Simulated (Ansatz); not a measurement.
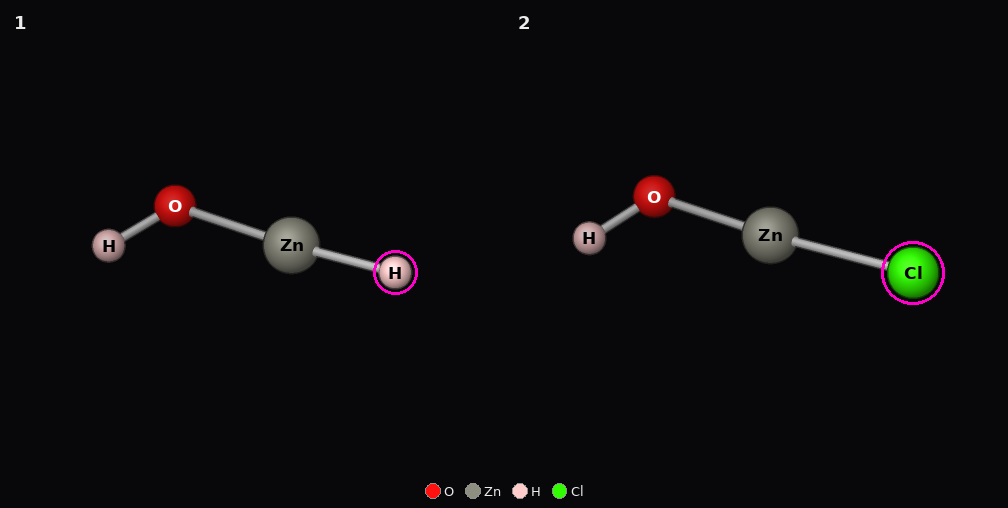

2 molecules with one skeleton, seen from the same side and at one scale; the atom that differs is circled. Each species is neutral and a spin singlet. Computed geometries: PBE0-D4/def2-TZVP optimisations, one conformation each. Properties computed with Ansatz 0.2.0.

One atom differs, called X below: H in panel 1, Cl in panel 2. Their formulas are H2OZn (`[OH][ZnH]`), ClHOZn (`[OH][Zn][Cl]`).

In which is the harmonic X–Zn stretching wavenumber higher (PBE0-D4/def2-TZVP)?

In panel 1 (X = H).

In which is the HOMO energy (Kohn–Sham orbital) higher (ωB97M-V/def2-SVP)?

In panel 1 (X = H).

Give the values. With PBE0-D4/def2-TZVP: length of X–Zn (Å), angle O–Zn–X (°), harmonic zero-point energy (kJ/mol), harmonic X–Zn stretching wavenumber (cm⁻¹). With ωB97M-V/def2-SVP: HOMO energy (Kohn–Sham orbital) (eV), HOMO–LUMO gap (eV). With PBE-D4/def2-TZVPP: dipole moment (D).

```json
{"quantity": "length of X–Zn (Å)", "1 (H)": "1.514", "2 (Cl)": "2.083", "2 − 1": "+0.569"}
{"quantity": "angle O–Zn–X (°)", "1 (H)": "176.0", "2 (Cl)": "176.1", "2 − 1": "+0.1"}
{"quantity": "HOMO energy (Kohn–Sham orbital) (eV)", "1 (H)": "−10.03", "2 (Cl)": "−10.43", "2 − 1": "−0.40"}
{"quantity": "HOMO–LUMO gap (eV)", "1 (H)": "11.61", "2 (Cl)": "10.96", "2 − 1": "−0.65"}
{"quantity": "dipole moment (D)", "1 (H)": "1.34", "2 (Cl)": "1.60", "2 − 1": "+0.26"}
{"quantity": "harmonic zero-point energy (kJ/mol)", "1 (H)": "49.4", "2 (Cl)": "36.3", "2 − 1": "−13.1"}
{"quantity": "harmonic X–Zn stretching wavenumber (cm⁻¹)", "1 (H)": "1985", "2 (Cl)": "412", "2 − 1": "−1573"}
```
